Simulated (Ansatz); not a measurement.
**H₅InO₄Si: small, medium and large basis sets**

Aim: see how fast density functionals converge with the basis set for H₅InO₄Si.

Computed with Ansatz 0.2.0, Gaussian basis. Level: one geometry, several basis sets.

Plan: PBE0-D4/def2-SVP; ωB97M-V/def2-SVP; PBE0-D4/def2-QZVPP; ωB97M-V/def2-QZVPP; the functionals' def2-TZVPP values are taken from earlier runs.

## 1. The relaxed structure

An earlier PBE0-D4 in a triple-zeta def2 set relaxation fixed the geometry. In takes the def2 core potential; no spin-orbit term is included.

SMILES `O[Si](O)(O)[O][InH2]`, 11 atoms, charge 0, spin multiplicity 1.

Atoms are counted from 1 here; the program's logs count them from 0.

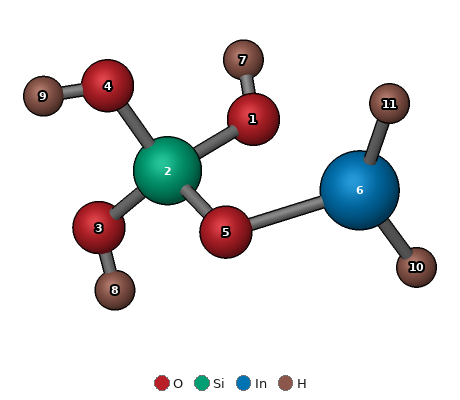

The structure; oxygen red, silicon teal, indium blue, hydrogen brown; atoms are numbered from 1 in the order of the file.

Geometry (Å):

```
atom    x (Å)    y (Å)    z (Å)
  O1   0.0200  -0.9337  -0.7847
 Si2  -0.2124  -0.1911   0.7183
  O3   0.5964  -0.9380   1.9260
  O4  -1.7951  -0.4344   1.0306
  O5   0.3181   1.2672   0.3681
 In6   0.6350   1.2318  -1.6846
  H7  -0.5531  -1.6614  -1.0339
  H8   1.4837  -0.6129   2.0866
  H9  -2.0405  -0.5117   1.9533
 H10   2.3006   1.0724  -2.0245
 H11  -0.7528   1.7117  -2.5552
```

## 2. PBE0-D4 in def2-SVP

Input file in.yaml:

```yaml
crystal:
  periodic: [false, false, false]
  atoms:
    - {symbol: O, position_ang: [0.020047, -0.933669, -0.784711]}
    - {symbol: Si, position_ang: [-0.212363, -0.191069, 0.718277]}
    - {symbol: O, position_ang: [0.596384, -0.938037, 1.926000]}
    - {symbol: O, position_ang: [-1.795106, -0.434367, 1.030638]}
    - {symbol: O, position_ang: [0.318127, 1.267187, 0.368114]}
    - {symbol: In, position_ang: [0.635046, 1.231757, -1.684639]}
    - {symbol: H, position_ang: [-0.553067, -1.661353, -1.033908]}
    - {symbol: H, position_ang: [1.483667, -0.612881, 2.086601]}
    - {symbol: H, position_ang: [-2.040486, -0.511675, 1.953295]}
    - {symbol: H, position_ang: [2.300572, 1.072378, -2.024467]}
    - {symbol: H, position_ang: [-0.752820, 1.711730, -2.555210]}
basis:
  gaussian: {orbitals: def2-SVP}
hamiltonian: {xc: pbe0, dispersion: d4}
output: {orbitals: {seedname: orbitals}}
```

Started as:

```bash
> ansatz run in.yaml --threads 4 --pin off --events-out ev --progress --plain --max-ram 11315MiB
```

The log of the run:

```text
Functional definition: PBE0
  name "PBE0"
  cite "Adamo & Barone, J. Chem. Phys. 110, 6158 (1999) doi:10.1063/1.478522"
  cite "Perdew, Burke & Ernzerhof, Phys. Rev. Lett. 77, 3865 (1996) doi:10.1103/PhysRevLett.77.3865"
  parent pbe
  parameter a = 0.25
  parameter kappa = 0.804
  parameter beta = 0.06672455060314922
  exchange = (1 - a)*pbe_x(kappa = kappa, mu = beta*pi^2/3) + a*exact_x
  correlation = pbe_c(beta = beta)
1276 factors; integrals over basis functions are off by at most 8.9e-4 eV
mean field evaluation 1: about -21292.2505 eV, gradient 8.7e1 eV
mean field evaluation 2: about -21274.3282 eV, gradient 1.3e2 eV
mean field evaluation 4: about -21305.0630 eV, gradient 6.0e0 eV
mean field evaluation 8: about -21305.2457 eV, gradient 3.1e-1 eV
mean field evaluation 16: about -21305.2459 eV, gradient 8.2e-5 eV
mean field -21305.24589611 eV, -782.9533454677 hartree, gradient 1.3e-5 eV, S^2 0.000000; 0 other end points of the search recorded, 0 dependent functions left out
reference -21305.24593442 eV, -782.9533468754 hartree; 36, 36 occupied and 89, 89 virtual orbitals, 1276 factors
Total energy: -21305.48666848 eV, -782.9621936890 hartree
```

Run time: 1.6 s. Hardware: 4 threads of Arm Neoverse V2, shared host.

## 3. ωB97M-V in def2-SVP

Changes to in.yaml since step 2:

```diff
@@ -16,3 +16,3 @@
   gaussian: {orbitals: def2-SVP}
-hamiltonian: {xc: pbe0, dispersion: d4}
+hamiltonian: {xc: {name: wB97M-V}}
 output: {orbitals: {seedname: orbitals}}
```

The command is unchanged.

The log of the run, shortened:

```text
Functional definition: wB97M-V
  name "wB97M-V"
  cite "Mardirossian & Head-Gordon, J. Chem. Phys. 144, 214110 (2016) doi:10.1063/1.4952647"
  cite "Becke, J. Chem. Phys. 107, 8554 (1997) doi:10.1063/1.475007"
  cite "Vydrov & Van Voorhis, J. Chem. Phys. 133, 244103 (2010) doi:10.1063/1.3521275"
  # Of w^i u^j: cxij and so on, Table III.
[...]
  gx(w, u) = 1 - cx + cx01*u + cx10*w
  gss(w, u) = css00 + css04*u^4 + css10*w + css20*w^2 + css43*w^4*u^3
  gos(w, u) = cos00 + cos10*w + (cos20 + cos21*u)*w^2 + (cos60 + cos61*u)*w^6
[...]
      + integral(e_c_pw_mod_opposite_spin*gos(b97_w_opposite, b97_u_opposite)) + vv10(b, c)
1276 factors; integrals over basis functions are off by at most 8.9e-4 eV
342 factors; integrals over basis functions are off by at most 6.1e-6 eV
[...]
mean field -21313.05553338 eV, -783.2403443437 hartree, gradient 3.6e-5 eV, S^2 0.000000; 0 other end points of the search recorded, 0 dependent functions left out
reference -21313.05559552 eV, -783.2403466274 hartree; 36, 36 occupied and 89, 89 virtual orbitals, 1276 factors
Total energy: -21313.05559552 eV, -783.2403466274 hartree
```

Run time: 7 s. Hardware: 4 threads of Arm Neoverse V2, shared host.

## 4. PBE0-D4 in def2-QZVPP

Changes to in.yaml since step 3:

```diff
@@ -15,4 +15,4 @@
 basis:
-  gaussian: {orbitals: def2-SVP}
-hamiltonian: {xc: {name: wB97M-V}}
+  gaussian: {orbitals: "def2-QZVPP.json"}
+hamiltonian: {xc: pbe0, dispersion: d4}
 output: {orbitals: {seedname: orbitals}}
```

Launched as before.

The log of the run:

```text
Functional definition: PBE0
  name "PBE0"
  cite "Adamo & Barone, J. Chem. Phys. 110, 6158 (1999) doi:10.1063/1.478522"
  cite "Perdew, Burke & Ernzerhof, Phys. Rev. Lett. 77, 3865 (1996) doi:10.1103/PhysRevLett.77.3865"
  parent pbe
  parameter a = 0.25
  parameter kappa = 0.804
  parameter beta = 0.06672455060314922
  exchange = (1 - a)*pbe_x(kappa = kappa, mu = beta*pi^2/3) + a*exact_x
  correlation = pbe_c(beta = beta)
1907 factors; their error is unknown
mean field evaluation 1: about -21304.1136 eV, gradient 1.0e2 eV
mean field evaluation 2: about -21273.4177 eV, gradient 1.6e2 eV
mean field evaluation 4: about -21319.7194 eV, gradient 1.2e1 eV
mean field evaluation 8: about -21319.9313 eV, gradient 2.7e-1 eV
mean field evaluation 16: about -21319.9868 eV, gradient 6.4e-5 eV
mean field -21319.98678827 eV, -783.4950632628 hartree, gradient 2.6e-5 eV, S^2 0.000000; 0 other end points of the search recorded, 0 dependent functions left out
reference -21319.98683382 eV, -783.4950649367 hartree; 36, 36 occupied and 494, 494 virtual orbitals, 1907 factors
Total energy: -21320.22756788 eV, -783.5039117503 hartree
```

It took 12 s on 4 threads of Arm Neoverse V2, shared host; peak memory 2.5 GiB.

## 5. ωB97M-V in def2-QZVPP

Changes to in.yaml since step 4:

```diff
@@ -16,3 +16,3 @@
   gaussian: {orbitals: "def2-QZVPP.json"}
-hamiltonian: {xc: pbe0, dispersion: d4}
+hamiltonian: {xc: {name: wB97M-V}}
 output: {orbitals: {seedname: orbitals}}
```

Same command.

The log of the run, shortened:

```text
Functional definition: wB97M-V
  name "wB97M-V"
  cite "Mardirossian & Head-Gordon, J. Chem. Phys. 144, 214110 (2016) doi:10.1063/1.4952647"
  cite "Becke, J. Chem. Phys. 107, 8554 (1997) doi:10.1063/1.475007"
  cite "Vydrov & Van Voorhis, J. Chem. Phys. 133, 244103 (2010) doi:10.1063/1.3521275"
  # Of w^i u^j: cxij and so on, Table III.
[...]
  gx(w, u) = 1 - cx + cx01*u + cx10*w
  gss(w, u) = css00 + css04*u^4 + css10*w + css20*w^2 + css43*w^4*u^3
  gos(w, u) = cos00 + cos10*w + (cos20 + cos21*u)*w^2 + (cos60 + cos61*u)*w^6
[...]
      + integral(e_c_pw_mod_opposite_spin*gos(b97_w_opposite, b97_u_opposite)) + vv10(b, c)
1847 factors; their error is unknown
450 factors; integrals over basis functions are off by at most 8.6e-6 eV
[...]
mean field -21327.96815833 eV, -783.7883732024 hartree, gradient 1.3e-5 eV, S^2 0.000000; 0 other end points of the search recorded, 0 dependent functions left out
reference -21327.96823281 eV, -783.7883759396 hartree; 36, 36 occupied and 494, 494 virtual orbitals, 1847 factors
Total energy: -21327.96823281 eV, -783.7883759396 hartree
```

Wall time 25 s (4 threads of Arm Neoverse V2, shared host); peak memory 2.9 GiB.

## 6. Functionals by basis

The def2-TZVPP values come from earlier runs at the same geometry.

```csv
functional,basis,functions,energy (eV),from the largest (eV),HOMO (eV),LUMO (eV)
PBE0-D4,def2-SVP,125,-21305.4867,14.741,-7.78,-0.60
PBE0-D4,def2-TZVPP,286,-21319.3969,0.831,-7.96,-0.84
PBE0-D4,def2-QZVPP,530,-21320.2276,0.000,-8.00,-0.89
ωB97M-V,def2-SVP,125,-21313.0556,14.913,-10.02,0.92
ωB97M-V,def2-TZVPP,286,-21327.1862,0.782,-10.23,0.46
ωB97M-V,def2-QZVPP,530,-21327.9682,0.000,-10.27,0.32
```

## 7. Summary of results

| quantity | value |
| --- | --- |
| PBE0-D4: double and triple zeta above quadruple | 14.74, 0.83 eV |
| ωB97M-V: double and triple zeta above quadruple | 14.91, 0.78 eV |

What this shows: PBE0-D4 gains 13.91 eV from double to triple zeta, then 0.83 eV more. Total energies overstate the basis error of differences, where much of it tends to cancel. The LUMO of ωB97M-V is positive and keeps falling with the basis (0.92 to 0.32 eV): an unbound level that the basis holds in place.

For PBE0-D4 the largest set took about 7 times as long as the smallest (12 s against 1.6 s).
